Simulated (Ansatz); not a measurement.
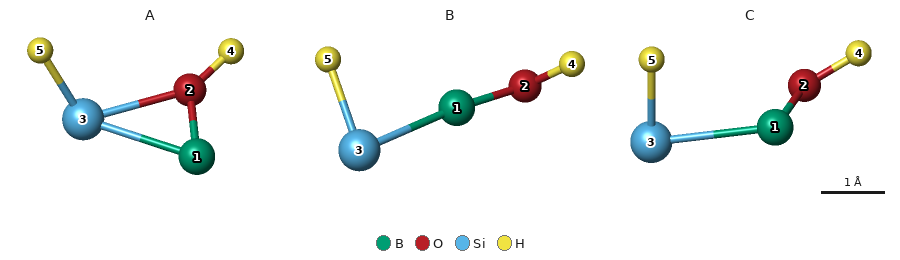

3 geometries from one relaxation of BSiH2O (multiplicity 2), in shuffled order. Style: ball-and-stick. Shown at a tilt.

It is one of the separated reactants of a reaction.

All numbers below come from Ansatz 0.2.0, UKS PBE-D4/def2-SVP. Settings: force threshold 0.03 eV/Å; at most 250 steps.

Order the frames from highest to lowest energy.

Answer. A, C, B. They are steps 0, 6, 14, at +70.5 kcal/mol, +31.2 kcal/mol relative to the last. The largest move after the best rigid fit is that of B1, 1.17 Å. Largest moves by element: B 1.17 Å, Si 1.03 Å, H 0.78 Å, O 0.75 Å. Among the contacts that change: O2–Si3 1.789 → 3.245 Å, Si3–H5 1.480 → 1.556 Å, B1–Si3 1.981 → 1.931 Å, B1–O2 1.297 → 1.317 Å. Bonds break: O2–Si3 (1.79 → 3.24 Å). Among the angles between lasting bonds that change: O2–B1–Si3 62.1° → 174.6°, B1–Si3–H5 122.4° → 82.1°, B1–O2–H4 131.6° → 118.5°. Over 13 accepted moves (14 points after the start) the energy falls by 70.5 kcal/mol. Largest force component: 4.8 eV/Å at the start, 0.022 eV/Å at the end. The line search rejected the trial step at point 12 of the run.
